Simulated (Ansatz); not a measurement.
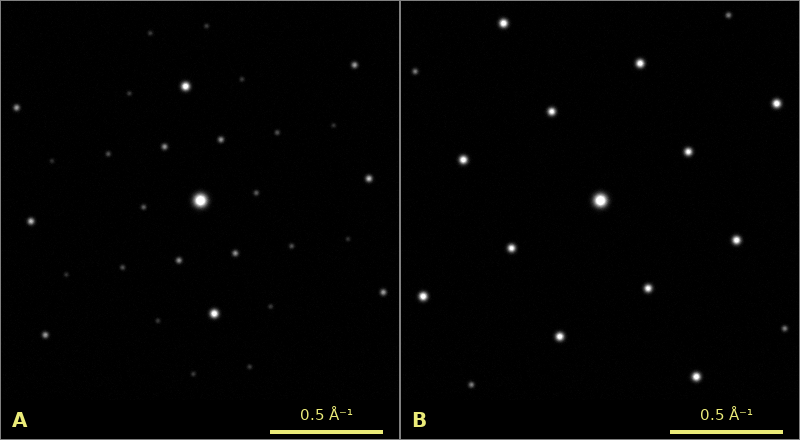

Kinematic electron diffraction patterns (300 kV, B = 0.5 Å², same scale, each along a low-index zone) of two structures of composition LiBe2, each relaxed at zero pressure with DFT PBE, scalar-relativistic, plane waves, PAW (Ansatz 0.2.0).

The structures (standard cells):
1. Fd-3m (No. 227), a = 6.244 Å, 24 atoms; generated start, possibly hypothetical
2. Cmcm (No. 63), a = 3.880 Å, b = 7.828 Å, c = 3.751 Å, 12 atoms; generated start, possibly hypothetical

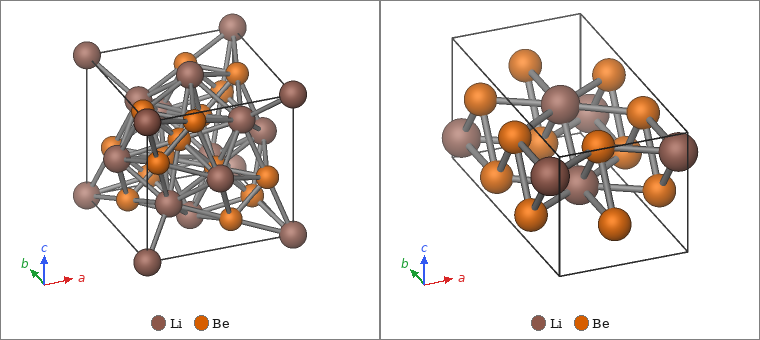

Drawings of the structures 1 to 2, from left to right (each may span several cells).

### Which pattern belongs to which structure, and along which zone?

A is structure 2 along [001]: centred rectangular net of 0 2 0 (weak) at d = 3.91 Å and 1 1 0 at d = 3.48 Å, 63.6° apart (some points of this net are extinct or too weak to see). B is structure 1 along [001] or an equivalent direction: square net of 2 -2 0 at d = 2.21 Å and 2 2 0 at d = 2.21 Å, 90.0° apart (some points of this net are extinct or too weak to see).

### Rank the structures by their computed energy.

Structure 1 (Fd-3m, 10.14 Å³ an atom) is the lowest of these; structure 2 (Cmcm, 9.50 Å³ an atom) lies about 51 meV an atom higher. These are static energies at 0 K; other structures, not shown, may lie lower still.
